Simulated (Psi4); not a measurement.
# GaH3 (SMILES [GaH3]) at BHLYP/def2-TZVPPD

What is the vertical singlet–triplet gap of GaH3 at BHLYP/def2-TZVPPD? 

The calculation is run with Psi4 1.11.

3 further runs of the same task are left out: 2 that didn't finish, 1 set aside as unsound or not needed.

### 1 The structure to begin with

GaH3 has 4 atoms, charge 0, and is taken as a singlet. SMILES: `[GaH3]`. The shape is that of a PBE0-D4/def2-TZVP optimisation.

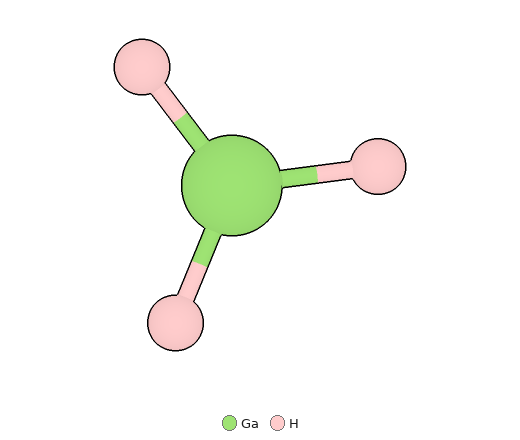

The structure, seen from a chosen angle (gallium green, hydrogen pink).

### 2 A single-point energy at BHLYP/def2-TZVPPD

gah3.dat

```
memory 2200 mb

molecule {
  Ga
  H 1 1.568434
  H 1 1.568404 2 119.9994
  H 1 1.568358 3 120.00294 2 179.88964
  units angstrom
  symmetry c1
  no_reorient
  no_com
}

set {
  basis def2-TZVPPD
  puream true
  e_convergence 1e-09
  d_convergence 1e-08
  scf_type pk
  dft_radial_points 99
  dft_spherical_points 590
}

e_tot, wfn = energy('bhhlyp', return_wfn=True)
oeprop(wfn, 'WIBERG_LOWDIN_INDICES', 'LOWDIN_CHARGES', 'DIPOLE', title='BHHLYP')
```

On the command line:

```
psi4 gah3.dat gah3.out -n 1
```

gah3.out, cut to the lines that bear on the results:

```text
[...]
  Running in c1 symmetry.
[...]
  Nuclear repulsion =   31.962563877615406
[...]
  Multiplicity = 1
[...]
  Nalpha       = 17
  Nbeta        = 17
[...]
    Number of basis functions: 105
[...]
   @RKS iter   1: -1924.65968416218766   -1.77112e+00   3.08006e-02 DIIS/ADIIS
[...]
   @RKS iter  10: -1926.59354474462953   -6.13909e-12   3.36816e-09 DIIS
[...]
    Orbital Energies [Eh]
    ---------------------
    Doubly Occupied:
       1A   -374.952040     2A    -46.777388     3A    -41.370342
       4A    -41.365956     5A    -41.365956     6A     -5.843917
       7A     -4.061279     8A     -4.050420     9A     -4.050420
      10A     -0.984132    11A     -0.978707    12A     -0.978707
      13A     -0.972193    14A     -0.972192    15A     -0.519422
      16A     -0.359183    17A     -0.359173
[...]
  @RKS Final Energy: -1926.59354474462953
   => Energetics <=
    Nuclear Repulsion Energy =             31.9625638776154055
    One-Electron Energy =               -2749.6885677185427994
    Two-Electron Energy =                 830.0298514338043105
    DFT Exchange-Correlation Energy =     -38.8973923375066519
    Empirical Dispersion Energy =           0.0000000000000000
    VV10 Nonlocal Energy =                  0.0000000000000000
    Total Energy =                      -1926.5935447446297530
[...]
 Multipole Moments:
 ------------------------------------------------------------------------------------
     Multipole            Electronic (a.u.)      Nuclear  (a.u.)        Total (a.u.)
 ------------------------------------------------------------------------------------
 L = 1.  Multiply by 2.5417464519 to convert [e a0] to [Debye]
 Dipole X            :          0.0038635           -0.0025892            0.0012743
 Dipole Y            :         -0.0000366            0.0000171           -0.0000195
 Dipole Z            :         -0.0002097            0.0001236           -0.0000861
 Magnitude           :                                                    0.0012773
[...]
```

It took 21 s on 1 thread of Intel Xeon Platinum 8175M at 2.50GHz (Skylake/Cascade Lake), shared host; peak memory 1.1 GiB.

### 3 The triplet at the same level

gah3.py

```python
import psi4

psi4.set_memory(2200000000)
psi4.set_num_threads(1)
psi4.set_output_file('gah3.out', False)

m = psi4.geometry("""
0 3
Ga     0.013400    -0.014900    -0.004600
H      1.252400     0.343800     0.887700
H     -0.552100    -1.477800    -0.009700
H     -0.658400     1.088700    -0.893700
symmetry c1
""")

options = {'basis': 'def2-TZVPPD', 'reference': 'uks', 'puream': True, 'e_convergence': 1e-09, 'd_convergence': 1e-08, 'scf_type': 'pk', 'dft_radial_points': 99, 'dft_spherical_points': 590, 'maxiter': 100}
psi4.set_options(options)

result = psi4.energy('bhhlyp')
print(f'total energy {result:.8f} hartree = {result * 27.211386:.5f} eV')
```

On the command line:

```
python gah3.py
```

gah3.out, cut to the lines that bear on the results:

```text
[...]
  Running in c1 symmetry.
[...]
  Nuclear repulsion =   31.962558411197463
[...]
  Multiplicity = 3
[...]
  Nalpha       = 18
  Nbeta        = 16
[...]
    Number of basis functions: 105
[...]
   @UKS iter   1: -1924.36302989415026   -1.47447e+00   3.12023e-02 DIIS/ADIIS
[...]
   @UKS iter  22: -1926.40604243590315    4.09273e-12   6.63488e-09 DIIS
[...]
   @S^2 Observed:                2.008080003E+00
[...]
    Orbital Energies [Eh]
    ---------------------
    Alpha Occupied:
       1A   -374.963751     2A    -46.789854     3A    -41.381295
       4A    -41.381125     5A    -41.378543     6A     -5.856279
       7A     -4.071577     8A     -4.066573     9A     -4.062665
      10A     -0.998823    11A     -0.991969    12A     -0.990606
      13A     -0.985777    14A     -0.983225    15A     -0.599623
      16A     -0.456651    17A     -0.388813    18A     -0.174318
    Alpha Virtual:
      19A      0.015726    20A      0.028434    21A      0.051695
      22A      0.061499    23A      0.078434    24A      0.084600
      25A      0.096788    26A      0.113021    27A      0.132383
[...]
  @UKS Final Energy: -1926.40604243590315
   => Energetics <=
    Nuclear Repulsion Energy =             31.9625584111974632
    One-Electron Energy =               -2749.0426312187323674
    Two-Electron Energy =                 829.5223163951794731
    DFT Exchange-Correlation Energy =     -38.8482860235475300
    Empirical Dispersion Energy =           0.0000000000000000
    VV10 Nonlocal Energy =                  0.0000000000000000
    Total Energy =                      -1926.4060424359031458
[...]
 Multipole Moments:
 ------------------------------------------------------------------------------------
     Multipole            Electronic (a.u.)      Nuclear  (a.u.)        Total (a.u.)
 ------------------------------------------------------------------------------------
 L = 1.  Multiply by 2.5417464519 to convert [e a0] to [Debye]
 Dipole X            :          0.4352850            0.0016826            0.4369675
 Dipole Y            :          0.1265322           -0.0005938            0.1259384
 Dipole Z            :          0.3147964           -0.0018805            0.3129159
 Magnitude           :                                                    0.5520122
[...]
```

On the terminal:

```text
total energy -1926.40604244 hartree = -52420.17841 eV
```

It took 53 s on 1 thread of Intel Xeon Platinum 8175M at 2.50GHz (Skylake/Cascade Lake), shared host; peak memory 1.1 GiB.

### 4 Outcome

Level: BHLYP/def2-TZVPPD.

| quantity | value |
| --- | --- |
| singlet: total energy | -1926.59354 Eh |
| singlet: dipole moment | 0.00 D |
| singlet: HOMO energy | -9.77 eV |
| singlet: LUMO energy | -1.09 eV |
| singlet: HOMO–LUMO gap | 8.69 eV |
| triplet: total energy | -1926.40604 Eh |
| triplet: dipole moment | 1.40 D |
| triplet: HOMO energy (highest over α and β) | -4.74 eV |
| triplet: ⟨S²⟩ | 2.008 |
| vertical energy of the triplet above the singlet | 5.102 eV |

What this shows: At this shape the triplet lies 5.10 eV (118 kcal/mol) above the singlet.
